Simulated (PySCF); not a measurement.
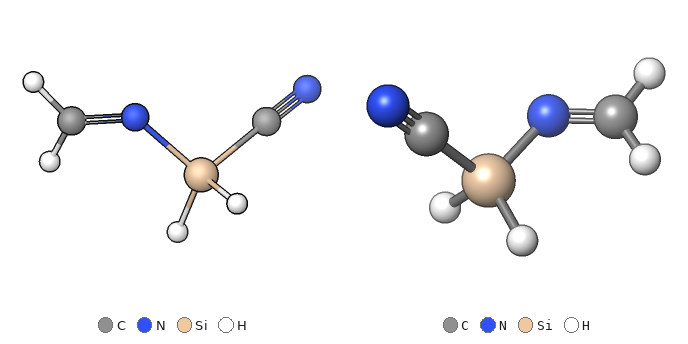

Both panels show the same species.

Count the atoms of each element.

Answer. C₂H₄N₂Si, 9 atoms: 2 carbon, 4 hydrogen, 2 nitrogen and 1 silicon.

Does it have rings?

Answer. It has no ring.

How many bonds of each kind are drawn?

Answer. 2 C–N, 2 C–H, 2 Si–H, 1 N–Si, 1 C–Si.

More results for the same structure follow; atom numbers are the same in all pictures, views and colours differ. Computed geometry: PBE0-D3(BJ)/def2-SVP optimisation. No frequency run is at hand to confirm it as a minimum.

Shape

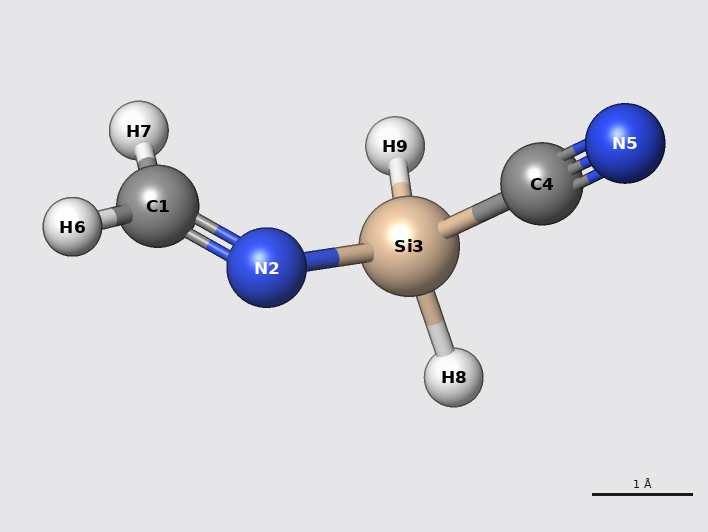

The atoms are numbered. No frequency run is at hand to confirm it as a minimum.

List the bonds and their lengths.

```csv
bond,length (Å),order
C1–N2,1.263,double
C1–H6,1.106,single
C1–H7,1.111,single
N2–Si3,1.745,single
Si3–C4,1.859,single
Si3–H8,1.484,single
Si3–H9,1.496,single
C4–N5,1.159,triple
```

Electronic properties

No frequency run is at hand to confirm it as a minimum. Properties computed with PBE0/pcSseg-1, gas phase (PySCF 2.14.0).

Give the HOMO–LUMO gap at this level.

Answer. 6.19 eV.

What is the dipole moment?

Answer. 4.64 D.

Give the HOMO energy (Kohn–Sham orbital) at this level.

Answer. −7.82 eV.

NMR shielding

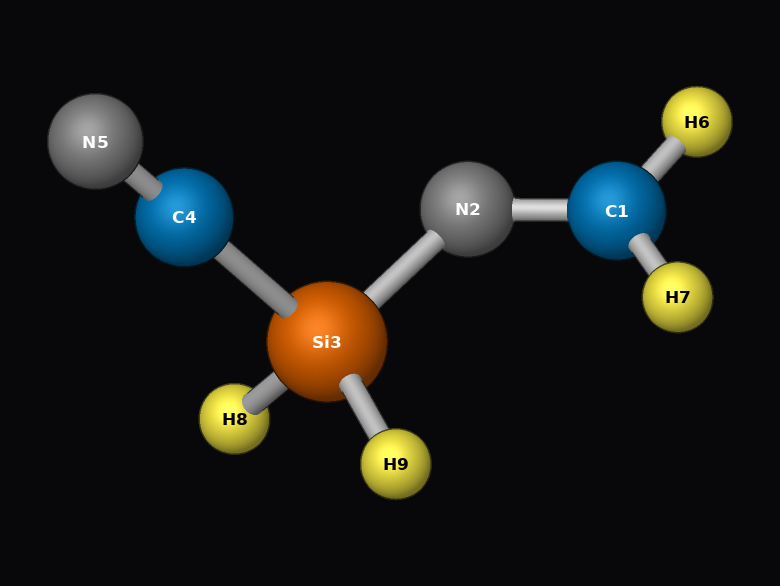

No frequency run is at hand to confirm it as a minimum. Method: GIAO PBE0/pcSseg-1 NMR shielding, non-relativistic, gas phase (PySCF 2.14.0). Principal shieldings σ11 ≤ σ22 ≤ σ33, span Ω = σ33 − σ11, skew κ = 3(σiso − σ22)/Ω.

Which C atom has the most anisotropic shielding?

Answer. C4, with a span of 342 ppm.

Give the shielding tensors of the C atoms.

```json
{"atom": "C1", "σ11": "−95.7", "σ22": "−21.1", "σ33": "121.8", "σiso": "1.7", "Ω": "217.5", "κ": "0.31"}
{"atom": "C4", "σ11": "−54.4", "σ22": "−51.5", "σ33": "287.5", "σiso": "60.5", "Ω": "341.9", "κ": "0.98"}
```

Shieldings and span in ppm.

Excitation

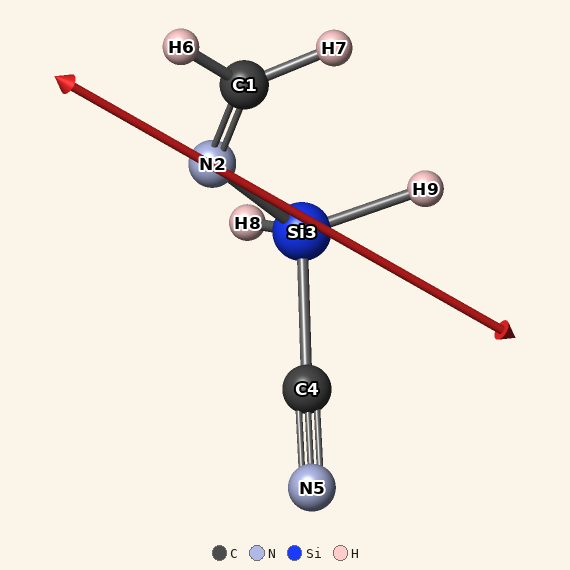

The double arrow shows the direction of the transition dipole to excited singlet state 8 (its length means nothing). No frequency run is at hand to confirm it as a minimum. Properties computed with TDDFT CAM-B3LYP/def2-SVPD, vertical, gas phase, core orbitals frozen in the response (PySCF 2.14.0).

Give its energy, strength and character.

Answer. 7.64 eV (162 nm), oscillator strength 0.072, of mixed character, with the largest part HOMO → LUMO+3 (weight 0.49); transition dipole 1.58 D.
